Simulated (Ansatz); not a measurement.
# GeClF (SMILES [F][Ge][Cl]): functionals against CCSD(T) at one geometry

Aim: energy, forces and dipole at a structure displaced at random from a GFN2-xTB minimum, from CCSD(T) and from density functionals.

Program: Ansatz 0.2.0, Gaussian basis. Level of theory: single points in def2-TZVPP. These are calculated values, not measurements.

Correlated methods freeze the cores. Filled d shells of the heavier atoms are correlated.

### Step 1. The starting structure

SMILES `[F][Ge][Cl]`, 3 atoms, charge 0, spin multiplicity 1.

Atoms are counted from 1 here; the program's logs count them from 0.

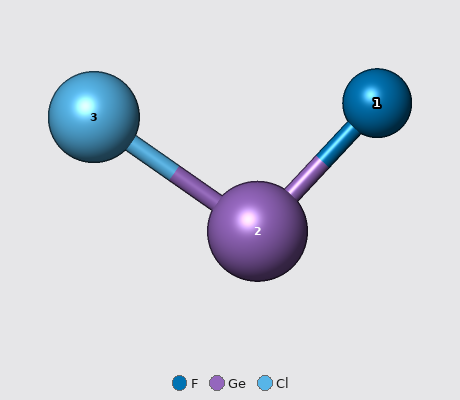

The starting geometry (colours as in the key); atoms are numbered from 1 in the order of the file.

Geometry (Å):

```
F     0.15220    1.46010    0.19890
Ge   -0.73840   -0.02120   -0.44940
Cl    0.62790   -1.48870    0.18340
```

### Step 2. CCSD(T)/def2-TZVPP

run/in.yaml reads:

```yaml
crystal:
  periodic: [false, false, false]
  atoms:
    - {symbol: F, position_ang: [0.152200, 1.460100, 0.198900]}
    - {symbol: Ge, position_ang: [-0.738400, -0.021200, -0.449400]}
    - {symbol: Cl, position_ang: [0.627900, -1.488700, 0.183400]}
basis:
  gaussian: {orbitals: def2-TZVPP}
correlation: {method: ccsd_t}
output: {forces: true}
```

The command line of these runs was not kept.

### Step 3. PBE0-D4/def2-TZVPP

Edit run/in.yaml of step 2 so:

```diff
@@ -8,3 +8,3 @@
   gaussian: {orbitals: def2-TZVPP}
-correlation: {method: ccsd_t}
-output: {forces: true}
+hamiltonian: {xc: pbe0, dispersion: d4}
+output: {forces: true, orbitals: {seedname: orbitals}}
```

### Step 4. wB97M-V/def2-TZVPP

Edit run/in.yaml of step 3 so:

```diff
@@ -8,3 +8,3 @@
   gaussian: {orbitals: def2-TZVPP}
-hamiltonian: {xc: pbe0, dispersion: d4}
-output: {forces: true, orbitals: {seedname: orbitals}}
+hamiltonian: {xc: {name: wB97M-V}}
+output: {forces: true}
```

### Step 5. r2SCAN-D4/def2-TZVPP

Edit run/in.yaml of step 4 so:

```diff
@@ -8,3 +8,3 @@
   gaussian: {orbitals: def2-TZVPP}
-hamiltonian: {xc: {name: wB97M-V}}
+hamiltonian: {xc: r2scan, dispersion: d4}
 output: {forces: true}
```

### Step 6. PBE-D4/def2-TZVPP

Edit run/in.yaml of step 5 so:

```diff
@@ -8,3 +8,3 @@
   gaussian: {orbitals: def2-TZVPP}
-hamiltonian: {xc: r2scan, dispersion: d4}
+hamiltonian: {xc: pbe, dispersion: d4}
 output: {forces: true}
```

### Step 7. r2SCAN0-D4/def2-TZVPP

Edit run/in.yaml of step 6 so:

```diff
@@ -8,3 +8,3 @@
   gaussian: {orbitals: def2-TZVPP}
-hamiltonian: {xc: pbe, dispersion: d4}
+hamiltonian: {xc: {name: r2SCAN0}, dispersion: d4}
 output: {forces: true}
```

### Step 8. CAM-B3LYP-D4/def2-TZVPP

Edit run/in.yaml of step 7 so:

```diff
@@ -8,3 +8,3 @@
   gaussian: {orbitals: def2-TZVPP}
-hamiltonian: {xc: {name: r2SCAN0}, dispersion: d4}
+hamiltonian: {xc: {name: CAM-B3LYP}, dispersion: d4}
 output: {forces: true}
```

(Steps that only read results are left out.)

**Question.** What will these runs give? Wanted: energy less free atoms, CCSD(T)/def2-TZVPP; RMS force component; RMS force error; HOMO and LUMO, PBE0-D4; T1 diagnostic.

The runs gave:

```
                                  quantity                                                                                                   value
energy less free atoms, CCSD(T)/def2-TZVPP                                                                                           -890.5 kJ/mol
                       RMS force component                                                                    0.929 to 1.128 eV/Å over the methods
                           RMS force error  PBE0-D4 0.078, wB97M-V 0.086, r2SCAN-D4 0.097, PBE-D4 0.398, r2SCAN0-D4 0.115, CAM-B3LYP-D4 0.069 eV/Å
                    HOMO and LUMO, PBE0-D4                                                                                      -8.50 and -2.89 eV
                             T1 diagnostic                                                                                                   0.014
```

**Reading.** Against CCSD(T) the functionals' energies less atoms differ by -79.5 to +1.0 kJ/mol, PBE-D4 by -79.5 kJ/mol. CCSD(T) in triple zeta still lacks some correlation energy of the bonds, so part of these gaps is its own basis error and they don't rank the functionals. For forces CAM-B3LYP-D4 does best and PBE-D4 worst. Frozen-core CCSD(T) forces in triple zeta carry basis errors of their own, and this is one geometry, so small gaps rank nothing.
